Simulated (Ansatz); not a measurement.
**Nudged elastic band of SiCl4F**

The run: nudged elastic band of SiCl4F, multiplicity 2. Method and program: UKS PBE-D4/def2-SVP (Ansatz 0.2.0).

It belongs to a series of runs on one base structure; here: band between the two ends. Figures and captions count atoms from 1; the log counts them from 0 in places.

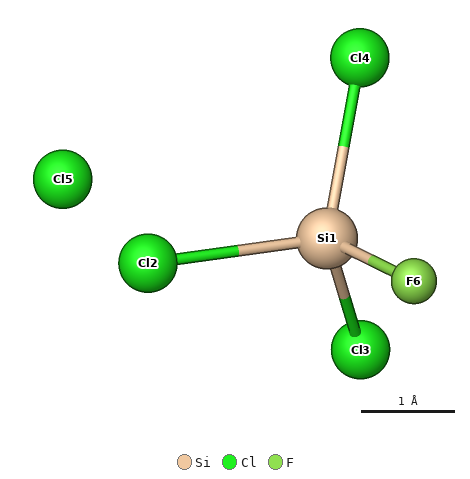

Figure 1. The starting structure (ball-and-stick view, seen at a tilt; atoms are numbered from 1 in the order of the input).

Input
```yaml
crystal:
  periodic: [false, false, false]
  atoms:
    - { symbol: Si, position_ang: [0.279264, 0.411714, 1.097343] }
    - { symbol: Cl, position_ang: [-1.105591, -1.03505, 1.664368] }
    - { symbol: Cl, position_ang: [1.961688, -0.452235, 0.35933] }
    - { symbol: Cl, position_ang: [-0.55639, 1.740846, -0.189806] }
    - { symbol: Cl, position_ang: [-1.225578, -1.844501, -0.97178] }
    - { symbol: F, position_ang: [0.648806, 1.179225, 2.472645] }
magnetization:
  spin_polarized: true
  initial_magnetization: 1
basis:
  gaussian: { orbitals: def2-SVP }
hamiltonian:
  xc: pbe
  dispersion: d4
neb:
  order_check: false
  images: 4
  f_tol: 0.03
  max_iterations: 60
  climbing: false
  final_atoms:
    - { symbol: Si, position_ang: [-0.13754492, -0.01449627, 0.20873876] }
    - { symbol: Cl, position_ang: [-1.02958645, 0.02751697, 2.09880745] }
    - { symbol: Cl, position_ang: [1.89057897, 0.00318608, 0.3452318] }
    - { symbol: Cl, position_ang: [-0.80696191, 1.63454643, -0.80192294] }
    - { symbol: Cl, position_ang: [-0.78346407, -1.72216742, -0.71621839] }
    - { symbol: F, position_ang: [0.86917737, 0.07141321, 3.29746332] }
  initial_path:
    images:
      - { positions_ang: [[0.279264, 0.411714, 1.097343], [-1.105591, -1.03505, 1.664368], [1.961688, -0.452235, 0.35933], [-0.55639, 1.740846, -0.189806], [-1.225578, -1.844501, -0.97178], [0.648806, 1.179225, 2.472645]] }
      - { positions_ang: [[0.20404908, 0.21582673, 0.66231425], [-0.74442244, -0.55161519, 1.94186962], [2.03019101, -0.47961919, 0.05313859], [-0.51672946, 1.73631266, -0.5024192], [-1.19019516, -1.77395231, -0.86006456], [0.21930596, 0.85304631, 3.1372613]] }
      - { positions_ang: [[0.12883417, 0.01993947, 0.2272855], [-0.38325387, -0.06818038, 2.21937123], [2.09869401, -0.50700339, -0.25305282], [-0.47706891, 1.73177931, -0.8150324], [-1.15481231, -1.70340362, -0.74834912], [-0.21019408, 0.52686761, 3.8018776]] }
      - { positions_ang: [[0.04547238, -0.06530259, 0.04956466], [-0.36805296, 0.14433301, 2.30625912], [2.08447221, -0.41591917, -0.25587246], [-0.5271833, 1.7105194, -0.93745579], [-1.06638953, -1.6789369, -0.6972368], [-0.16611981, 0.30530525, 3.96684127]] }
      - { positions_ang: [[-0.04603627, -0.03989943, 0.12915171], [-0.69881971, 0.08592499, 2.20253329], [1.98752559, -0.20636654, 0.04467967], [-0.6670726, 1.67253291, -0.86968937], [-0.9249268, -1.70055216, -0.70672759], [0.35152878, 0.18835923, 3.63215229]] }
      - { positions_ang: [[-0.13754492, -0.01449627, 0.20873876], [-1.02958645, 0.02751697, 2.09880745], [1.89057897, 0.00318608, 0.3452318], [-0.80696191, 1.63454643, -0.80192294], [-0.78346407, -1.72216742, -0.71621839], [0.86917737, 0.07141321, 3.29746332]] }
```

Launched with:
```bash
ansatz run input.yaml --threads 4 --pin off --max-ram 5120MiB --backend cpu --events-out ev --progress --plain --runs-dir out
```

Log
```
Engine: ansatz 0.2.0, x86_64-unknown-linux-gnu
Functional definition: PBE
  parameter kappa = 0.804
  parameter beta = 0.06672455060314922
  exchange = pbe_x(kappa = kappa, mu = beta*pi^2/3)
  correlation = pbe_c(beta = beta)
1124 factors; their error is unknown
mean field evaluation 1: about -60639.5601 eV, gradient 2.4e1 eV
mean field evaluation 2: about -60631.4219 eV, gradient 5.6e1 eV
mean field evaluation 4: about -60641.7890 eV, gradient 3.0e0 eV
mean field evaluation 8: about -60641.8381 eV, gradient 1.1e-1 eV
mean field evaluation 16: about -60641.7521 eV, gradient 1.1e-4 eV
mean field evaluation 32: about -60641.1822 eV, gradient 5.9e0 eV
mean field -60641.75213395 eV, -2228.5432864668 hartree, gradient 2.8e-5 eV, S^2 0.751298; 6 other end points of the search recorded, 0 dependent functions left out
the calculation of the forces begins
reference -60641.75216234 eV, -2228.5432875102 hartree; 46, 45 occupied and 58, 59 virtual orbitals, 1124 factors
1124 factors; their error is unknown
mean field evaluation 64: about -60640.0695 eV, gradient 6.4e-5 eV
mean field -60640.06947481 eV, -2228.4814498839 hartree, gradient 1.8e-5 eV, S^2 0.751157; 4 other end points of the search recorded, 0 dependent functions left out
[... from here on the field's lines of each further geometry are left out, up to the last ...]
NEB iter   1: max|band force component| = 8.355e0 eV/Å  barrier→ = 5.0060 eV  barrier← = 3.3237 eV  Δτ_max = 0.1984 Å  (496 SCF iters)
NEB iter   2: max|band force component| = 4.039e0 eV/Å  barrier→ = 2.9785 eV  barrier← = 1.2961 eV  Δτ_max = 0.2000 Å  (136 SCF iters)
NEB iter   3: max|band force component| = 2.781e0 eV/Å  barrier→ = 2.3658 eV  barrier← = 0.6835 eV  Δτ_max = 0.2000 Å  (139 SCF iters)
NEB iter   4: max|band force component| = 2.952e0 eV/Å  barrier→ = 2.2256 eV  barrier← = 0.5432 eV  Δτ_max = 0.2000 Å  (137 SCF iters)
NEB iter   5: max|band force component| = 2.208e0 eV/Å  barrier→ = 1.9706 eV  barrier← = 0.2883 eV  Δτ_max = 0.2000 Å  (143 SCF iters)
NEB iter   6: max|band force component| = 1.786e0 eV/Å  barrier→ = 1.8763 eV  barrier← = 0.1940 eV  Δτ_max = 0.2000 Å  (149 SCF iters)
NEB iter   7: max|band force component| = 1.260e0 eV/Å  barrier→ = 1.7117 eV  barrier← = 0.0293 eV  Δτ_max = 0.2000 Å  (149 SCF iters)
NEB iter   8: max|band force component| = 3.711e0 eV/Å  barrier→ = 1.6823 eV  barrier← = 0.0000 eV  Δτ_max = 0.1001 Å  (157 SCF iters)
NEB iter   9: max|band force component| = 1.544e0 eV/Å  barrier→ = 1.6823 eV  barrier← = 0.0000 eV  Δτ_max = 0.2000 Å  (140 SCF iters)
NEB iter  10: max|band force component| = 1.147e0 eV/Å  barrier→ = 1.6823 eV  barrier← = 0.0000 eV  Δτ_max = 0.2000 Å  (145 SCF iters)
NEB iter  11: max|band force component| = 1.144e0 eV/Å  barrier→ = 1.6823 eV  barrier← = 0.0000 eV  Δτ_max = 0.2000 Å  (141 SCF iters)
NEB iter  12: max|band force component| = 1.201e0 eV/Å  barrier→ = 1.6823 eV  barrier← = 0.0000 eV  Δτ_max = 0.1003 Å  (142 SCF iters)
NEB iter  13: max|band force component| = 5.297e-1 eV/Å  barrier→ = 1.6823 eV  barrier← = 0.0000 eV  Δτ_max = 0.2000 Å  (133 SCF iters)
NEB iter  14: max|band force component| = 5.992e-1 eV/Å  barrier→ = 1.6823 eV  barrier← = 0.0000 eV  Δτ_max = 0.1010 Å  (148 SCF iters)
NEB iter  15: max|band force component| = 2.208e-1 eV/Å  barrier→ = 1.6823 eV  barrier← = 0.0000 eV  Δτ_max = 0.0378 Å  (141 SCF iters)
NEB iter  16: max|band force component| = 1.509e-1 eV/Å  barrier→ = 1.6823 eV  barrier← = 0.0000 eV  Δτ_max = 0.0273 Å  (127 SCF iters)
NEB iter  17: max|band force component| = 9.456e-2 eV/Å  barrier→ = 1.6823 eV  barrier← = 0.0000 eV  Δτ_max = 0.0040 Å  (113 SCF iters)
NEB iter  18: max|band force component| = 4.098e-2 eV/Å  barrier→ = 1.6823 eV  barrier← = 0.0000 eV  Δτ_max = 0.0029 Å  (106 SCF iters)
the calculation of the forces begins
reference -60640.19752717 eV, -2228.4861557214 hartree; 46, 45 occupied and 58, 59 virtual orbitals, 1124 factors
1124 factors; their error is unknown
mean field evaluation 864: about -60640.1879 eV, gradient 2.4e-1 eV
mean field -60640.10426053 eV, -2228.4827282355 hartree, gradient 1.7e-5 eV, S^2 0.751223; 5 other end points of the search recorded, 0 dependent functions left out
the calculation of the forces begins
reference -60640.10428581 eV, -2228.4827291646 hartree; 46, 45 occupied and 58, 59 virtual orbitals, 1124 factors
NEB iter  19: max|band force component| = 6.109e-3 eV/Å  barrier→ = 1.6823 eV  barrier← = 0.0000 eV  Δτ_max = 0.0000 Å  (543 SCF iters)
```

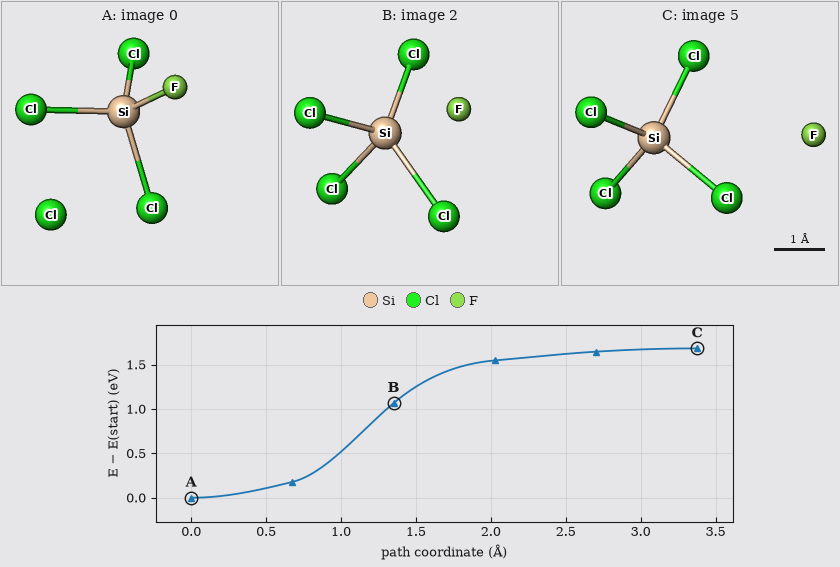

Figure 2. Images of the last band (counted from 0; ball-and-stick, seen at a tilt) above the energy along the path; the line is a cubic interpolation that uses the forces. No image lies above both ends; the end is 1.682 eV above the start. The path is 3.38 Å long. The band converged in 19 iterations.

```
Total energy: -60640.37054064 eV, -2228.4925138491 hartree
Atom 0 at    -0.137545    -0.014496     0.208739 Å, force     0.001492    -0.000196    -0.003039 eV/Å
Atom 1 at    -1.029586     0.027517     2.098807 Å, force    -0.000347    -0.000130     0.000226 eV/Å
Atom 2 at     1.890579     0.003186     0.345232 Å, force    -0.005947     0.000220     0.008870 eV/Å
Atom 3 at    -0.806962     1.634546    -0.801923 Å, force    -0.000986    -0.000952    -0.003066 eV/Å
Atom 4 at    -0.783464    -1.722167    -0.716218 Å, force    -0.001103     0.000928    -0.003030 eV/Å
Atom 5 at     0.869177     0.071413     3.297463 Å, force     0.006892     0.000130     0.000039 eV/Å
Dipole moment:    -0.223085    -0.011893    -0.404615 e Å
this run last wrote the band of iteration 19 to [file]
```

The last band as extended XYZ (Å, eV, eV/Å)
```
6
Properties=species:S:1:pos:R:3:forces:R:3 image=0 energy=-60642.05284
Si    0.2793    0.4117    1.0973   -0.0042  -0.0108  -0.0138
Cl   -1.1056   -1.0351    1.6644   -0.0132  -0.0109   0.0222
Cl    1.9617   -0.4522    0.3593    0.0266  -0.0115  -0.0029
Cl   -0.5564    1.7408   -0.1898   -0.0128   0.0238  -0.0112
Cl   -1.2256   -1.8445   -0.9718    0.0007  -0.0004  -0.0086
F     0.6488    1.1792    2.4726    0.0029   0.0098   0.0143
6
Properties=species:S:1:pos:R:3:forces:R:3 image=1 energy=-60641.87514
Si    0.1933    0.2651    0.9035    0.1327   0.1975   0.2320
Cl   -1.2139   -0.9607    1.9410   -0.0487  -0.2168  -0.2282
Cl    1.9874   -0.4836    0.2633   -0.0261  -0.0843  -0.0245
Cl   -0.6564    1.7014   -0.2770    0.0048  -0.0137   0.0135
Cl   -0.9478   -1.5768   -0.6581   -0.1090  -0.0666   0.0474
F     0.6396    1.0546    2.2593    0.0464   0.1839  -0.0402
6
Properties=species:S:1:pos:R:3:forces:R:3 image=2 energy=-60640.98703
Si    0.0255    0.0183    0.6074    0.3030   0.3845   0.8574
Cl   -1.1547   -0.7747    2.1906   -0.5656  -0.4875   0.0871
Cl    2.0261   -0.3327    0.2836    0.2232  -0.1113  -0.1284
Cl   -0.6725    1.7700   -0.1998    0.0355   0.0643   0.1638
Cl   -0.7879   -1.4159   -0.8056    0.2084   0.2970   0.4764
F     0.5657    0.7351    2.3559   -0.2044  -0.1469  -1.4562
6
Properties=species:S:1:pos:R:3:forces:R:3 image=3 energy=-60640.50640
Si   -0.0647   -0.1050    0.3209    0.0124  -0.0111   0.0260
Cl   -1.0245   -0.6039    2.1245    0.0064  -0.0737   0.0112
Cl    1.9560   -0.3385    0.3826    0.0120  -0.0478  -0.0002
Cl   -0.6129    1.7727   -0.2576    0.0230   0.0075   0.0726
Cl   -0.8398   -1.4782   -0.9993   -0.0086   0.0290  -0.0128
F     0.5882    0.7528    2.8610   -0.0451   0.0960  -0.0969
6
Properties=species:S:1:pos:R:3:forces:R:3 image=4 energy=-60640.40734
Si   -0.1066   -0.0825    0.2342    0.0018  -0.0116   0.0051
Cl   -1.0732   -0.2427    2.0825    0.0008  -0.0502   0.0034
Cl    1.9101   -0.2592    0.4168    0.0014  -0.0309   0.0006
Cl   -0.6095    1.7149   -0.5979    0.0130   0.0089   0.0377
Cl   -0.8528   -1.6212   -0.8951   -0.0094   0.0120  -0.0248
F     0.7342    0.4908    3.1916   -0.0076   0.0717  -0.0220
6
Properties=species:S:1:pos:R:3:forces:R:3 image=5 energy=-60640.37052
Si   -0.1375   -0.0145    0.2087    0.0015  -0.0002  -0.0030
Cl   -1.0296    0.0275    2.0988   -0.0003  -0.0001   0.0002
Cl    1.8906    0.0032    0.3452   -0.0059   0.0002   0.0089
Cl   -0.8070    1.6345   -0.8019   -0.0010  -0.0010  -0.0031
Cl   -0.7835   -1.7222   -0.7162   -0.0011   0.0009  -0.0030
F     0.8692    0.0714    3.2975    0.0069   0.0001   0.0000
```

Results in brief

| quantity | value |
| --- | --- |
| outcome | converged |
| barrier, forward | 1.682 eV |
| barrier, backward | 0.000 eV |
| hardware | 4 threads of Intel Xeon @ 2.90GHz (Ice Lake), 192 GiB of memory available, shared host |
| wall time | 2.1 min (CPU time 7.7 min) |
| peak memory | 0.27 GiB |

Notes

The order of the saddle point was not checked.
